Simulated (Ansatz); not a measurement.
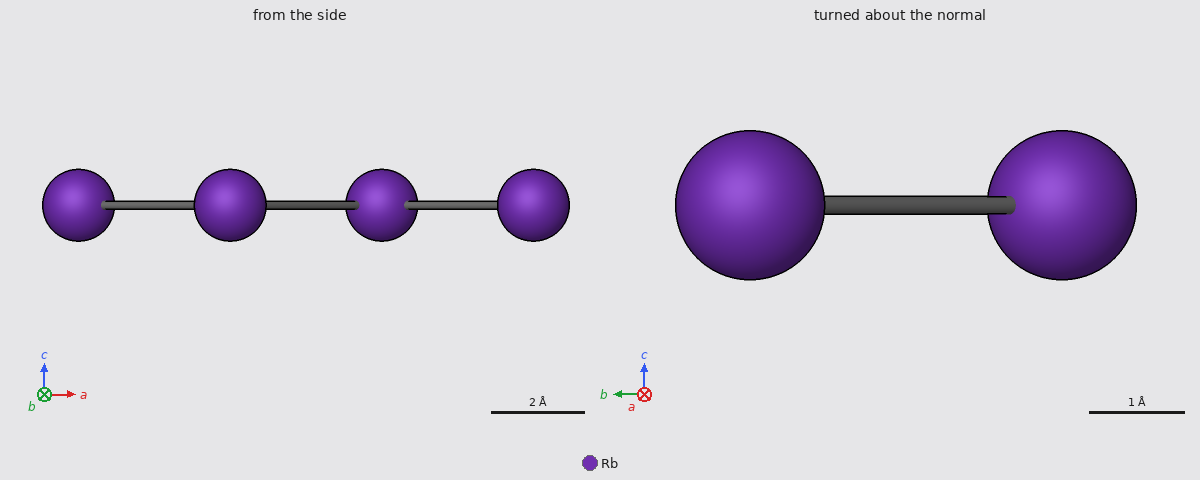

A ball-and-stick picture of a periodic sheet, seen from the side and turned about the normal. The surface normal points up in side views; the vacuum is left out. 2×1 cells are drawn in the plane, with atoms at the edges repeated.

The cell holds 2 Rb.

Q: What height do the atoms span?

A: About 0.0 Å from the lowest to the highest atom.

Q: Describe the coordination and connectivity.

A: The Rb atoms are each bonded to four Rb in a square planar arrangement at about 4.6 Å. The bonds build Rb layers parallel to the surface.

The structure comes from a structure type filled with this element by a generator (whether the element takes this form wasn't checked). What is shown is the relaxed result from Ansatz 0.2.0, DFT PBE, scalar-relativistic, plane waves, PAW.
